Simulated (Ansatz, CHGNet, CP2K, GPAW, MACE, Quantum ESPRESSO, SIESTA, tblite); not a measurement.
# tblite on random packing of 41In2S3-59GeS2 (mol %) (84 atoms): settings against a plane-wave reference

Wanted: tblite inputs and outputs for random packing of 41In2S3-59GeS2 (mol %) (84 atoms), checked against a plane-wave reference.

Calculated with tblite 0.8.0; the method is named at each step.

## Step 1: The starting structure

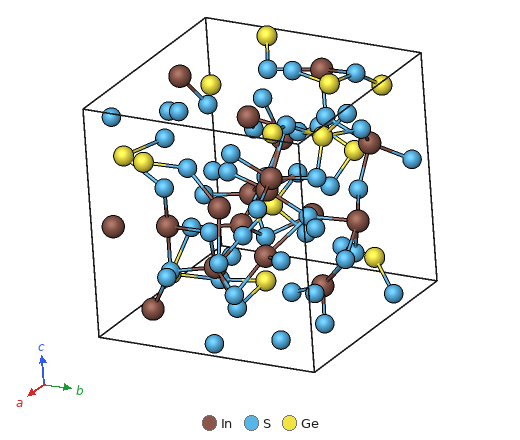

The cell as given, slightly off an axis (indium brown, sulfur blue, germanium yellow). Bonds to atoms that aren't drawn are left out.

The cell holds 84 atoms: 18 In, 53 S and 13 Ge. Its edges and angles: a = 12.555 Å, b = 12.555 Å, c = 12.555 Å, α = 90.0°, β = 90.0°, γ = 90.0°. 84 atoms (18 In, 53 S, 13 Ge) packed at random in a cube at 3.95 g/cm³ and pushed apart as soft spheres, cations and anions kept from their own kind; a start for melting by ab initio MD, not an equilibrated structure. Then every atom was moved at random, 0.03 Å r.m.s. a Cartesian component.

The yardstick, on the same geometry:

- method: Kohn-Sham DFT, PBE, PAW, plane waves (Ansatz 0.2.0); cutoff 420 eV, Γ point, fermi-dirac smearing of 0.05 eV; PAW set soft_2
- r.m.s. force component: 0.7412 eV/Å
- longest force: 2.869 eV/Å
- pressure: 2.446 GPa
- SCF cycles: 11
- time: 16 s on 8 threads of Arm Neoverse V2, shared host
- CPU time: 2 min

## Step 2: GFN2-xTB

Method: GFN2-xTB tight binding, diagonalisation.

run.py reads:

```python
import numpy as np
from ase.io import read
from tblite.ase import TBLite

atoms = read("structure.xyz")
atoms.calc = TBLite(method="GFN2-xTB", electronic_temperature=580, accuracy=1.0, max_iterations=250, mixer_damping=0.4, verbosity=1)
energy = atoms.get_potential_energy()
forces = atoms.get_forces()
print(f"energy {energy:.6f} eV")
print("forces (eV/A)")
for i, (a, f) in enumerate(zip(atoms, forces)):
    print(f"{i:4d} {a.symbol:2s} {f[0]:10.5f} {f[1]:10.5f} {f[2]:10.5f}")
stress = -atoms.get_stress(voigt=False) * 160.21766
print("stress (GPa, compression positive)")
for row in stress:
    print(" ".join(f"{x:10.4f}" for x in row))
print("charges (e)")
print(np.array2string(atoms.get_charges(), precision=4, suppress_small=True, max_line_width=110, threshold=100000))
```

structure.xyz reads:

```xyz
84
Lattice="12.55510 0.00000 0.00000 0.00000 12.55510 0.00000 0.00000 0.00000 12.55510" Properties=species:S:1:pos:R:3 pbc="T T T"
In 1.33574 7.44543 11.39049
In 0.11036 4.07200 6.57473
In 6.65420 6.14321 10.70347
In 6.11710 11.85026 5.63448
In 8.21669 4.52260 2.81071
In 0.31488 5.66499 2.70927
In 8.37990 1.97780 4.74332
In 2.63971 10.75859 8.36647
In 7.36319 10.26040 2.32520
In 8.58857 7.76207 4.06396
In 4.75537 1.12381 11.40982
In 10.51100 6.38502 7.27907
In 7.53921 7.47882 7.24705
In 1.02512 2.54479 3.65404
In 4.00370 3.68467 3.32534
In 9.85902 9.16422 9.07332
In 10.96713 2.33889 1.27397
In 12.09847 1.02086 6.05784
S 10.35997 4.30088 12.20481
S 2.15609 4.21462 5.30302
S 3.51430 1.90122 9.47094
S 11.47762 6.70731 4.65254
S 12.08340 9.58820 8.34312
S 8.04807 10.76889 8.62987
S 8.38932 9.40025 11.44724
S 11.39652 3.54744 3.36816
S 4.29259 4.98048 8.92404
S 0.82776 3.52484 9.00000
S 1.28665 1.32218 0.15091
S 8.91826 2.25992 7.10204
S 10.87259 0.62173 11.53362
S 4.42279 11.40355 9.94515
S 10.12506 9.57364 4.69774
S 4.75801 7.93821 3.82918
S 4.56277 7.55101 7.01039
S 5.02317 2.82289 0.59900
S 8.56208 2.07423 2.35182
S 9.39147 11.45502 1.24019
S 2.25163 0.53874 3.80043
S 11.61761 12.34330 3.93364
S 12.43018 10.64572 1.43668
S 7.35189 5.12462 7.80827
S 6.43148 0.99462 8.65147
S 8.10256 2.35107 11.02614
S 12.33664 6.64717 0.57578
S 0.29994 6.44089 7.68887
S 4.75600 2.68240 6.44667
S 2.01710 8.32466 2.06092
S 5.32838 11.05238 3.45604
S 5.75111 8.44933 9.89342
S 6.84793 8.10356 1.43643
S 10.61509 7.35402 10.44258
S 3.95825 12.34719 0.84747
S 3.78524 10.59311 6.25683
S 2.40807 4.90616 11.43506
S 9.58808 6.36104 2.09946
[... 24 atom lines left out ...]
Ge 0.32744 8.42535 6.67278
Ge 0.95306 0.60917 9.33158
Ge 11.39865 2.64097 9.57038
Ge 10.63630 9.91916 11.98372
```

Command:

```console
$ OMP_NUM_THREADS=1 python run.py > output.txt
```

Log:

```text
------------------------------------------------------------
  cycle        total energy    energy error   density error
------------------------------------------------------------
      1     -215.0684914917  -2.1548879E+02   4.4797505E-01
      2     -156.0301548689   5.9038337E+01   7.4719588E-01
      3     -190.3175821481  -3.4287427E+01   6.3395096E-01
      4     -212.3753444101  -2.2057762E+01   4.7930132E-01
      5     -207.7800060098   4.5953384E+00   4.6937854E-01
      6     -211.5628245591  -3.7828185E+00   4.4614438E-01
      7     -214.1557890200  -2.5929645E+00   4.1845244E-01
      8     -205.5151269643   8.6406621E+00   4.5054764E-01
      9     -196.1297594546   9.3853675E+00   5.0857560E-01
     10     -211.3988748140  -1.5269115E+01   4.3401098E-01
[... 92 lines of further cycles ...]
    103     -221.6557181818  -1.7527292E-06   1.7605635E-04
    104     -221.6557184510  -2.6917678E-07   1.6089912E-04
    105     -221.6557198167  -1.3656799E-06   1.0553047E-04
    106     -221.6557200967  -2.8005525E-07   8.6811592E-05
    107     -221.6557204938  -3.9711463E-07   6.3309952E-05
    108     -221.6557205018  -7.9250526E-09   5.5818444E-05
    109     -221.6557206724  -1.7061001E-07   3.7444137E-05
    110     -221.6557207113  -3.8938367E-08   3.2844737E-05
    111     -221.6557207239  -1.2591556E-08   2.8255350E-05
    112     -221.6557207644  -4.0507615E-08   1.8042112E-05
------------------------------------------------------------
 total:                                  21.757 sec
energy -6031.559382 eV
forces (eV/A)
   0 In    0.63096   -0.78257   -0.02666
   1 In   -0.82812   -0.32564    0.12565
   2 In   -0.16162   -0.42323   -1.30095
   3 In   -1.29905    0.30374    1.23658
   4 In    0.72239   -0.18492   -1.42620
   5 In   -0.11282    0.79945    0.99316
   6 In   -0.38278    0.54464    1.32096
   7 In    0.80205   -1.53804    0.26208
   8 In    0.85417    0.78177   -0.21609
   9 In    0.23022   -0.17310   -0.49449
  10 In   -0.14500   -0.11300   -0.95523
  11 In   -1.96925   -0.18212   -0.22989
  12 In   -0.19239    0.46062    0.74456
  13 In    0.31640   -0.76089    0.53864
  14 In    0.82646   -1.49284    1.33416
  15 In   -1.11289   -0.80105    0.00882
  16 In   -0.37051   -1.25298   -1.54187
  17 In   -0.98863    0.53176   -0.94127
  18 S     0.50190   -1.02737    0.03265
  19 S     1.07174   -0.24651   -1.07684
  20 S    -0.67135    0.07482   -0.47964
  21 S     0.14417    0.19140   -0.17877
  22 S     0.92429    1.47072    0.33594
  23 S    -0.39441   -0.81291   -2.30519
[...]
76 Ge   -0.73063    0.89759    1.13446
  77 Ge   -1.18742   -0.55286    0.14406
  78 Ge    0.28838    0.49468    0.01183
  79 Ge    0.82502   -0.16328   -0.05710
  80 Ge    0.97018   -0.88320   -1.98558
  81 Ge    1.28783    1.03337   -0.02643
  82 Ge   -0.98315    0.36712    0.33908
  83 Ge   -0.80421    0.66339    1.63373
stress (GPa, compression positive)
    1.5122     0.7037    -0.2469
    0.7037     0.9220    -0.5480
   -0.2469    -0.5480     2.0873
charges (e)
[ 0.2559  0.3063  0.3707  0.2595  0.1444  0.2413  0.2337  0.1412  0.2281  0.2982  0.17    0.2756  0.1919
  0.1154  0.226   0.1745  0.2511  0.1933 -0.0762 -0.2702 -0.046  -0.241  -0.2828 -0.1877 -0.3409 -0.3055
  0.1714 -0.2187 -0.2312 -0.1788 -0.2407 -0.3712 -0.0716 -0.0576 -0.0034 -0.329  -0.1872 -0.1116 -0.1673
  0.0075 -0.0761 -0.0361 -0.0675 -0.0516 -0.1504 -0.1787  0.0369 -0.0959 -0.0901 -0.249  -0.2244 -0.3013
 -0.176  -0.1176 -0.1735 -0.1656 -0.1253 -0.2874 -0.2438  0.0044 -0.2568 -0.3172 -0.2525 -0.345  -0.3189
 -0.2907 -0.1721 -0.1972 -0.2575 -0.281  -0.4266  0.4597  0.4101  0.3825  0.4001  0.4436  0.5073  0.4085
  0.4312  0.4645  0.4204  0.4022  0.3592  0.4576]
```

It took 22 s on 1 thread of Arm Neoverse V2, shared host; peak memory 0.17 GiB.

Banners, paths, timers and routine set-up lines are dropped from the logs unmarked, and long logs keep their key lines alone; longer cuts are marked.

Compared with the plane-wave run:

```yaml
r_m_s_force_component: 0.6895 eV/Å
r_m_s_difference_of_force_components: 252.6 meV/Å
longest_difference_of_force_vectors: 991.2 meV/Å
force_difference_over_r_m_s_force: 34.08 %
slope_of_forces_against_the_reference_s: 0.8747
correlation_of_force_components: 0.9402
pressure: 1.507 GPa
pressure_difference: -0.9385 GPa
```

Length of the force difference by element (eV/Å):

```csv
element,atoms,mean,most
Ge,13,0.56,0.99
In,18,0.33,0.63
S,53,0.38,0.90
```

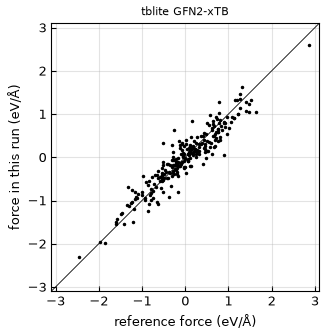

Force components against those of the reference; the line marks equality.

A closer look about Ge74, which bears the longest force: 10 atoms, nearest first, numbered in the order of the input, with positions taken from that point.

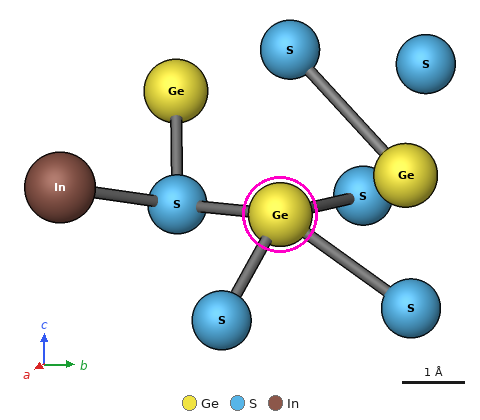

The atoms of the table, within 3.7 Å (arrows a, b, c point along x, y, z); some may hide others; the central atom is ringed.

```csv
atom,x,y,z,distance (Å),Mulliken charge (e),Fx,Fy,Fz (eV/Å)
Ge74,0.00,0.00,0.00,0.00,0.38,0.25,2.59,0.39
S24,-1.08,-1.92,0.01,2.20,-0.19,-0.39,-0.81,-2.31
S64,1.35,-0.72,-1.60,2.22,-0.34,-0.35,-0.68,0.28
S30,-0.21,2.13,-1.52,2.63,-0.18,0.07,-0.09,0.14
S43,-2.70,0.87,0.03,2.84,-0.07,0.15,0.36,-0.41
S31,1.74,0.49,2.91,3.43,-0.24,0.19,0.06,0.15
S44,-1.03,2.22,2.40,3.43,-0.05,0.08,0.08,0.00
Ge83,2.27,2.51,0.95,3.51,0.36,-0.98,0.37,0.34
In16,0.73,-3.52,0.45,3.62,0.17,-1.11,-0.80,0.01
Ge78,-2.39,-2.19,1.72,3.67,0.41,-1.19,-0.55,0.14
```

Atoms are counted from 1 here, from 0 in the log.

Forces lie 34 % from the reference's, at 0.19 times its CPU time (on 1 against 8 cores); the SCF took 112 steps, which the time reflects.

## Step 3: IPEA1-xTB

Method: IPEA1-xTB tight binding, diagonalisation.

Edit run.py of step 2 so:

```diff
@@ -5,3 +5,3 @@
 atoms = read("structure.xyz")
-atoms.calc = TBLite(method="GFN2-xTB", electronic_temperature=580, accuracy=1.0, max_iterations=250, mixer_damping=0.4, verbosity=1)
+atoms.calc = TBLite(method="IPEA1-xTB", electronic_temperature=580, accuracy=1.0, max_iterations=250, mixer_damping=0.4, verbosity=1)
 energy = atoms.get_potential_energy()
```

structure.xyz is that of step 2.

Log:

```text
------------------------------------------------------------
  cycle        total energy    energy error   density error
------------------------------------------------------------
      1     -252.6708522301  -2.5281770E+02   4.4255533E-01
      2     -226.4229851117   2.6247867E+01   6.3190112E-01
      3     -247.9170705363  -2.1494085E+01   4.0597085E-01
      4     -250.0320661251  -2.1149956E+00   3.6038041E-01
      5     -252.6902425899  -2.6581765E+00   3.1360669E-01
      6     -252.9057018674  -2.1545928E-01   3.1908421E-01
[...]
26     -257.8042664616  -4.1775354E-07   5.4523275E-05
     27     -257.8042666155  -1.5386627E-07   2.8049153E-05
     28     -257.8042666323  -1.6854358E-08   1.7214938E-05
------------------------------------------------------------
 total:                                   8.061 sec
energy -7015.211418 eV
forces (eV/A)
   0 In    0.88697   -0.23765   -0.19048
   1 In   -1.31276   -0.71625    0.25276
   2 In   -1.58305   -0.46057   -1.92165
   3 In   -2.18900    0.18249    1.82369
   4 In    1.33430   -0.19912   -1.77445
   5 In   -0.53043    0.93726    1.56710
[...]
81 Ge    1.02795    1.02075    0.48752
  82 Ge   -0.54408    0.03480    0.67394
  83 Ge    0.35073    1.53318    0.64815
stress (GPa, compression positive)
   -3.8199     0.5807     0.4513
    0.5807    -5.3868    -1.0733
    0.4513    -1.0733    -3.5533
charges (e)
[ 0.2889  0.253   0.2754  0.2507  0.2562  0.2873  0.2741  0.254   0.2508  0.2622  0.2502  0.2537  0.2235
  0.2124  0.2673  0.2653  0.261   0.2223 -0.105  -0.1768 -0.092  -0.1452 -0.0109  0.0544 -0.073  -0.1442
 -0.1297 -0.0487 -0.1553 -0.1121 -0.0494 -0.0834 -0.1804 -0.1033 -0.0055 -0.1047 -0.0487 -0.147  -0.1922
 -0.1512 -0.0884 -0.1258 -0.1088 -0.1439 -0.0832 -0.0803 -0.1563 -0.0757 -0.1128 -0.0599 -0.1514 -0.1805
 -0.056  -0.1746 -0.0826 -0.1613 -0.1012 -0.1605 -0.0548 -0.076  -0.0716 -0.1273  0.0262 -0.1039 -0.0167
  0.0037 -0.0644 -0.1589 -0.0634 -0.1235 -0.2093  0.0731  0.0477  0.0196  0.0309  0.0631  0.0935  0.0417
  0.0724  0.1057  0.0386  0.0524  0.0451  0.0551]
```

Wall time 8.5 s (1 thread); peak memory 0.17 GiB.

Against the reference:

- r.m.s. force component: 1.024 eV/Å
- r.m.s. difference of force components: 598.5 meV/Å
- longest difference of force vectors: 2107 meV/Å
- force difference over r.m.s. force: 80.75 %
- slope of forces against the reference's: 1.128
- correlation of force components: 0.8165
- pressure: -4.253 GPa
- pressure difference: -6.699 GPa

Against the first run (34 %), the force difference from the reference is 81 %, at 0.38 times the CPU time (28 SCF steps against 112).

## Step 4: The ladder

Differences are against the plane-wave reference, forces as r.m.s. over components; share is that over the reference's r.m.s. force, slope the least-squares factor from reference forces to these. Total energies of different programs have different zeros and aren't compared.

```csv
run,"Δ force, r.m.s. (meV/Å)",share (%),slope,Δ pressure (GPa),cores,CPU time,memory (GiB)
reference,-,-,-,-,8,2 min,2.8
tblite GFN2-xTB,253,34.1,0.875,-0.939,1,22 s,0.17
tblite IPEA1-xTB,599,80.8,1.128,-6.70,1,8.5 s,0.17
```

CPU time is summed over cores on a shared host, where runs went side by side, so it is rough. Symmetry, cutoffs, thresholds, outputs and thread counts weren't matched or tuned between programs; memory under MPI is the largest rank's times the ranks.

Mean charges by element (e), by run and scheme:

```csv
run,scheme,In,S,Ge
reference,Löwdin,+0.41,-0.16,+0.38
tblite GFN2-xTB,Mulliken,+0.23,-0.18,+0.43
tblite IPEA1-xTB,Mulliken,+0.26,-0.10,+0.06
```

The reference's Löwdin charges lack the electrons that the projection spills, 0.042 e an atom on average.

## Step 5: Summary of results

```json
{
 "nearest in forces": "tblite GFN2-xTB, 34 %",
 "its CPU time": "22 s"
}
```

Tight binding differs by 34 % (tblite GFN2-xTB) to 81 % (tblite IPEA1-xTB); it is another model, with fitted parameters of its own, and the xTB methods hold dispersion. IPEA1-xTB was fitted to ionisation energies and electron affinities, not to forces or charges. tblite GFN2-xTB needed 112 SCF steps, so its time overstates the method's usual cost. Of the electronic-structure runs that take under half the reference's CPU time, tblite GFN2-xTB comes nearest, at 34 % in 22 s against 2 min. Charges hang on model, scheme and program or settings: among these rows the mean for Ge runs from +0.06 to +0.43 e. Periodic xTB results under one method name differ between programs and library versions. The reference's pressure of 2.4 GPa belongs to a cell and atoms that aren't relaxed at this level. The electronic-structure runs sample only Γ, in a cell whose shortest periodic width is 13 Å, which is coarse for a cell with partly filled levels.

[Also dropped from logs without a mark: logging warnings of Python, and SIESTA's first energy breakdown and zero terms.]

[Logs are printed without paths, hosts, clocks, repeated set-up lines and the standing remarks that a program may print on its own settings, such as how far it seeks lower states.]

[Hosts, paths, dates, database ids (printed as entryN), source tags and the programs' standing remarks are cut or masked in the printed files.]
